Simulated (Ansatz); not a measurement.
```xyz
11

N    -1.6968    1.1680    0.0619
Al   -1.2021    0.5485   -1.5204
Al    0.9412   -0.9046   -1.4292
O     1.5919   -1.0655    0.1403
Al    1.5599   -0.7456    1.7785
F     0.3268    0.1939    2.3635
H    -1.2053    0.9849    0.9253
H    -2.5024    1.7493    0.2335
H    -2.1143    0.9519   -2.7623
H     1.7487   -1.6643   -2.5737
H     2.6177   -1.2735    2.8035
```

Geometry: PBE0-D4/def2-TZVP.

The calculation used RKS PBE0-D4/def2-TZVPP (Ansatz).

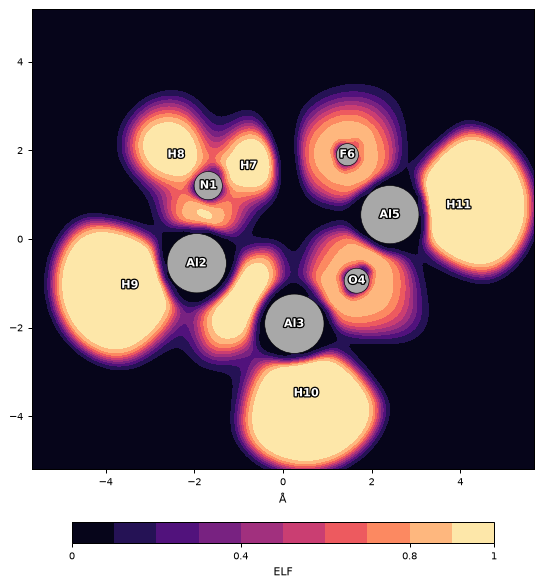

Al$_{3}$FH$_{5}$NO. ELF on the molecular plane. Grey discs cover the atomic cores.

> What do the fields say about this system?

- Atoms in the plane: N, Al, O, F and H.
- Al–F (1.66 Å): the ELF peaks at about 0.85 in the valence shell of F, 0.5 Å from its nucleus, and is about 0.40 at the midpoint.
- Al–O (1.67 Å): the ELF peaks at about 0.85 in the valence shell of O, 0.7 Å from its nucleus, and is about 0.45 at the midpoint.
- Al–N (1.77 Å): the ELF peaks at about 0.90 in the valence shell of N, 0.7 Å from its nucleus, and is about 0.60 at the midpoint.
- Al–Al (2.59 Å): the ELF peaks at about 1 between the atoms: a covalent bond.
- N–H (1.01 Å): the ELF climbs to about 1 towards the hydrogen, as it does in any bond to H: a covalent bond by its length.
- The ELF also peaks beside O4 and F6, away from the bonds: lone-pair regions.
